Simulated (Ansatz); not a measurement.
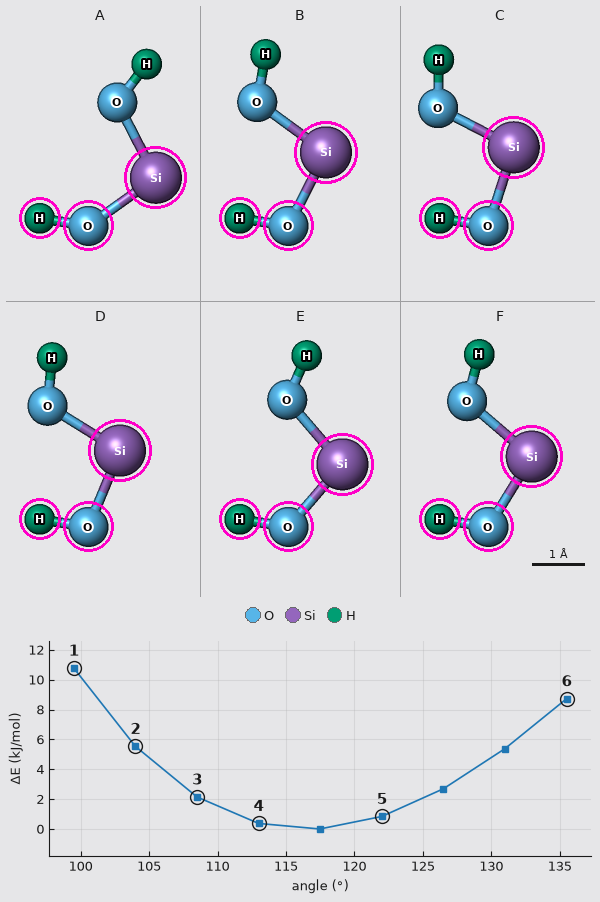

SiH$_{2}$O$_{2}$: one Si–O–H angle is varied, with the rest of the molecule carried along rigidly. The frames are shuffled; the numbered points of the plot belong to them. A ball-and-stick model, seen onto the plane of the angle. The ringed atoms are those of the scanned coordinate.

Level of theory: CCSD(T) (def2-TZVPP, Ansatz), on geometries moved rigidly from the minimum at PBE0-D4/def2-TZVP. Coupled cluster with a frozen core. Energies are counted from the PBE0-D4/def2-TZVP minimum geometry at the same level.

Question: Match the frames to the points.

Answer: Point 1 is frame C (the angle 99.5°, 10.8 kJ/mol); 2 is frame D (the angle 104.0°, 5.5 kJ/mol); 3 is frame B (the angle 108.5°, 2.1 kJ/mol); 4 is frame F (the angle 113.0°, 0.4 kJ/mol); 5 is frame E (the angle 122.0°, 0.8 kJ/mol); 6 is frame A (the angle 135.5°, 8.7 kJ/mol). The lowest computed point lies at the angle 117.5° (0.0 kJ/mol). At the ends of the scan the energy is 10.8 kJ/mol (99.5°) and 8.7 kJ/mol (135.5°). The curvature at the lowest point is about 2 eV/rad².
